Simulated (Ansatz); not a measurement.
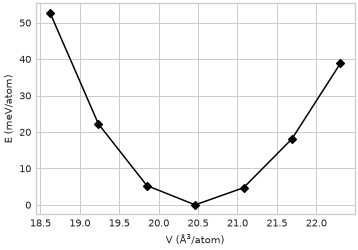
*AlP (zinc blende, F-43m) under volume change, the program Ansatz at the PBEsol level (PAW), scaled uniformly.*

Q: What does a third-order Birch–Murnaghan fit give for V₀, B₀ and B′?

A: V₀ = 20.46 Å³/atom, B₀ = 86.8 GPa, B′ = 4.1.

The cell was relaxed with PBEsol under the symmetry of its start.

Potentials: the later of the program's two PAW sets.
